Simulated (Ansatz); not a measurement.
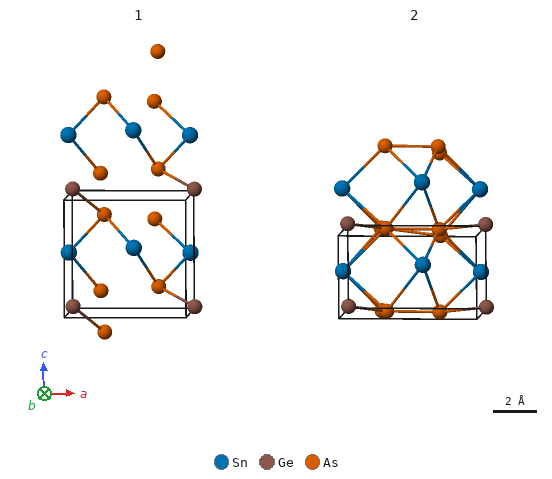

Two geometries of solid Sn2GeAs4 (built on the K2PdCl4-123 type type), drawn at one scale. One is the start of a relaxation, the other its converged end. The picture is a ball-and-stick view of the cell of the calculation, repeated 1 × 1 × 2 with one cell outlined, seen from a free direction.

The calculation used Ansatz, DFT, PBEsol, plane waves, PAW. Settings: plane-wave cutoff 420 eV; k-point mesh 4 × 4 × 4; occupations fermi dirac; smearing width 0.05 eV; no spin polarisation; cell and atoms relaxed; force threshold 0.01 eV/Å; at most 120 steps.

Q: Which geometry has the lower energy?

A: Structure 1 is the relaxed one. Case: shaken. After 21 accepted moves (24 points after the start) the energy has fallen by 1.925 eV per cell of the calculation. Largest force component: 0.69 eV/Å at the start, 0.00031 eV/Å at the end. The pressure goes from 0.31 to 0.00 GPa. At 3 points the geometry stayed and the basis and grid were re-selected for the new cell (energy shift of 0.119 eV per cell of the calculation at most each time). The atom that moves furthest relative to the cell is an As atom (1.19 Å roughly along [1 0 3]). Largest moves by element: As 1.19 Å, Sn 0.24 Å, Ge 0.12 Å. The drawn cell changes as follows: a 6.475 → 5.713 Å (−11.8 %), b 6.504 → 5.713 Å (−12.2 %), c 3.888 → 5.525 Å (+42.1 %), α 89.5° → 90.0°, β 90.6° → 90.0°, γ 90.2° → 90.0°; the volume changes by +10.1 %. Among the contacts that change: As–Sn 2.749 → 4.339 Å, As–Sn 3.006 → 4.339 Å, As–Sn 3.051 → 4.339 Å, As–Sn 3.183 → 4.339 Å. Bonds break, among them: As–Sn (2.75 → 4.34 Å), As–Sn (3.01 → 4.34 Å), As–Sn (3.05 → 4.34 Å), As–Sn (3.06 → 4.34 Å). Bond angles that change, for instance: As–Ge–As 173.8° → 129.0°, As–Ge–As 170.7° → 129.0°, Sn–As–Ge 74.0° → 101.5°. The space group (tolerance 0.01 Å) goes from P1 (No. 1) to P-42m (No. 111).
